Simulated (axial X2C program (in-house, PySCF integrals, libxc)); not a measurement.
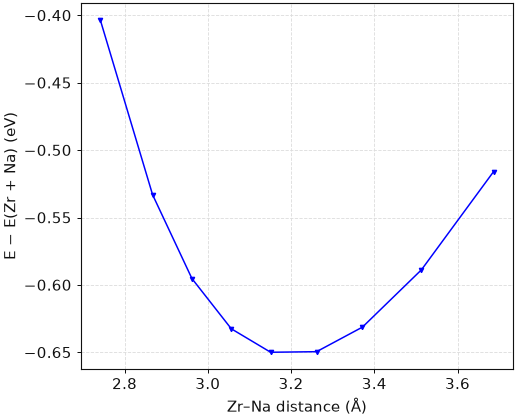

**Figure 1.** Energy at 9 bond lengths, for one set of occupations held fixed; the line joins the points. A polynomial of degree 6 through 9 points gives rₑ = 3.202 Å, ωₑ = 156.3 cm⁻¹, ωₑxₑ = 0.50 cm⁻¹ and Bₑ = 0.08979 cm⁻¹. The minimum lies 0.65 eV below Zr + Na, each computed as one determinant at the same level.

**Run report: ZrNa, relativistic diatomic calculation**

ZrNa, single determinant with M_S = 3/2 and |Λ| = 3 (not the lowest found). Computed at this level: PBE0, spin-free X2C-1e, Zr dyall-cv3z, Na dyall-cv3z (cores contracted) (axial X2C program (in-house, PySCF integrals, libxc)).

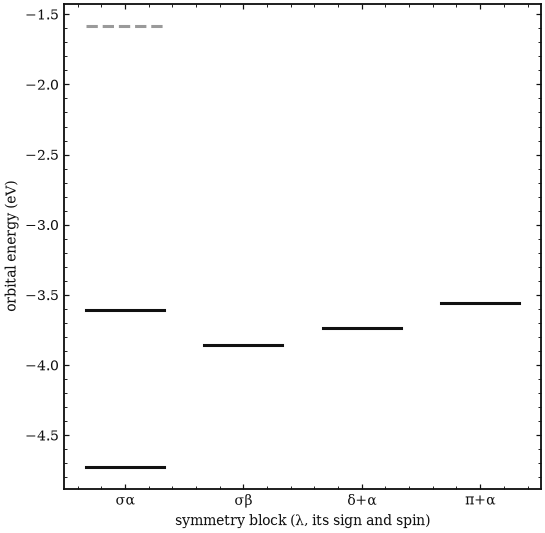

**Figure 2.** Orbital energies near the frontier at 3.15 Å, filled (solid) and empty (dashed); a label such as π−α means λ = −1 and α spin. The highest filled orbital (π+α; 95 % Zr d, 3 % Na p) lies at −3.55 eV, the lowest empty one (σα; 39 % Zr p, 30 % Na s) at −1.58 eV.

These pictures come from the run below.

**The input**
```
{"zs": [40, 11], "q": 0, "bas": ["dyall-cv3z", "dyall-cv3z"], "levels": ["PBE0", "HF", "PBE50"], "cc": true, "r0": 3.09, "thr": -1.0, "nmax": 90, "npts": 10, "nst": 2, "ntry": 6}
```

The line is the task of a batch: nuclear charges, charge, bases, the levels to run, a first guess of the distance and further settings. This report covers PBE0 without spin-orbit coupling. The log is that of the reference distance 3.151 Å.

The run was one of a batch that the task file lists, launched with:
```bash
python <driver script> task.json out
```

**Output**
```
spin-free X2C-1e  PBE0
basis functions 233  fitting functions 1059  grid points 5087
iter        total energy     max residual
   1      -3759.808485683     4.11e+00
   2      -3760.356999555     3.03e-01
   3      -3760.375303212     1.41e-01
   4      -3760.377851846     3.47e-02
   5      -3760.378168792     3.53e-02
   6      -3760.378302265     2.54e-03
   7      -3760.378305397     4.89e-03
   8      -3760.378314033     5.37e-04
   9      -3760.378315022     3.62e-04
  10      -3760.378316170     2.26e-04
  11      -3760.378316350     1.50e-04
  12      -3760.378316482     8.55e-05
  13      -3760.378316579     9.58e-05
  14      -3760.378316602     3.56e-05
  15      -3760.378316608     1.42e-05
converged
one-electron -5345.52973189  Coulomb 1640.45811396  exact exchange -31.77147708  xc functional -97.42858015  nuclear repulsion 73.89335855
```

**The points of the curve**

| R (Å) | E (hartree) | dipole (D; origin at the first atom, positive when the second is positive) | highest filled (eV) | lowest empty (eV) |
| --- | --- | --- | --- | --- |
| 2.741 | −3760.369245 | 1.75 | −3.60 | −1.51 |
| 2.867 | −3760.374023 | 1.92 | −3.56 | −1.52 |
| 2.962 | −3760.376308 | 2.04 | −3.55 | −1.54 |
| 3.057 | −3760.377677 | 2.16 | −3.55 | −1.56 |
| 3.151 | −3760.378317 | 2.26 | −3.55 | −1.58 |
| 3.261 | −3760.378301 | 2.37 | −3.57 | −1.61 |
| 3.372 | −3760.377631 | 2.45 | −3.57 | −1.64 |
| 3.513 | −3760.376067 | 2.52 | −3.56 | −1.69 |
| 3.687 | −3760.373391 | 2.52 | −3.55 | −1.73 |

**Key numbers**

- outcome: converged
- bond length rₑ: 3.202 Å
- ωₑ: 156.3 cm⁻¹
- energy at the minimum: −3760.37840 hartree
- depth below the fragments: 0.65 eV
- largest ⟨S²⟩ along the curve: 3.90
- hardware: 1 thread of INTEL XEON PLATINUM @ 2.30GHz (Emerald Rapids), 24 GiB of memory available, shared host
- wall time: 12 s
- peak memory: 0.5 GiB

**Remarks**

Caveats: 9 of the 10 points asked for were kept.
